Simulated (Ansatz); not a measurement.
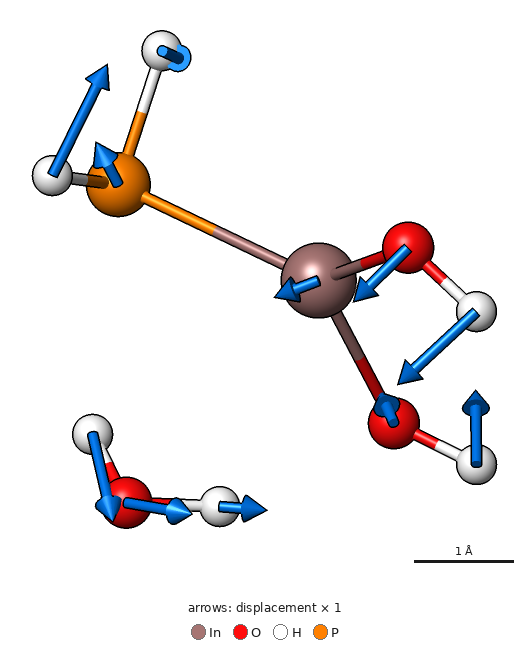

This is a relaxation of InPH6O3. The starting structure is drawn; blue arrows show the displacements, at their true length. The two geometries are superimposed by the best rigid fit.

Style: ball-and-stick. Shown at a tilt.

The run prepares an end point of a later path (reaction) calculation, from a guessed geometry.

The calculation used Ansatz 0.2.0, RKS B3LYP-D4/def2-SVP.

The input:
```yaml
crystal:
  periodic: [false, false, false]
  atoms:
    - { symbol: In, position_ang: [0.36702, 0.676532, -0.23878] }
    - { symbol: O, position_ang: [-0.639288, 0.112318, 2.721324] }
    - { symbol: H, position_ang: [-1.168929, -0.222775, 1.970898] }
    - { symbol: O, position_ang: [1.756657, -0.144445, -1.428461] }
    - { symbol: H, position_ang: [1.527779, -1.041379, -1.712841] }
    - { symbol: O, position_ang: [-1.385945, -0.328662, 0.024722] }
    - { symbol: H, position_ang: [-1.553855, -1.119879, -0.507859] }
    - { symbol: P, position_ang: [0.327518, 2.75389, 1.141307] }
    - { symbol: H, position_ang: [1.70492, 2.600631, 1.482754] }
    - { symbol: H, position_ang: [0.643064, 3.637723, 0.062561] }
    - { symbol: H, position_ang: [-0.887942, 1.066744, 2.744874] }
basis:
  gaussian: { orbitals: def2-SVP }
hamiltonian:
  xc: b3lyp
  dispersion: d4
relax:
  f_tol: 0.03
  max_steps: 50
```

Run as
```bash
ansatz run input.yaml --threads 4 --pin off --max-ram 5120MiB --backend cpu --events-out ev --progress --plain --runs-dir out
```

### Atoms of which element are displaced furthest, and by how much?

Hydrogen: up to 1.28 Å, against 0.89 Å for oxygen.

### What did the optimiser do to the structure, and how much energy did it gain?

Over 25 accepted moves (28 points after the start) the energy falls by 0.485 eV. The largest force component goes from 0.88 to 0.0096 eV/Å. The line search rejected the trial steps at points 7, 12, 22 of the run. The forces were under the threshold at step 23, but the run went on from there. The atom that moves furthest after the best rigid fit is H9 (1.28 Å). Largest moves by element: H 1.28 Å, O 0.89 Å, P 0.55 Å, In 0.51 Å. Among the contacts that change: In1–O2 3.177 → 2.376 Å, In1–H3 2.837 → 2.404 Å, In1–O6 2.038 → 2.080 Å, O2–H3 0.978 → 1.002 Å. New bonds form, among them: In1–O2 (3.18 → 2.38 Å). Bond angles that change, for instance: O4–In1–P8 132.9° → 124.7°, O6–In1–P8 109.0° → 117.1°, H3–O2–H11 102.3° → 107.0°. Groups turn about In1–P8 by about 60°, In1–O6 by about 35°. Cost: 49 s on 4 threads of Arm Neoverse V2, on a shared host, peak memory 0.3 GiB.
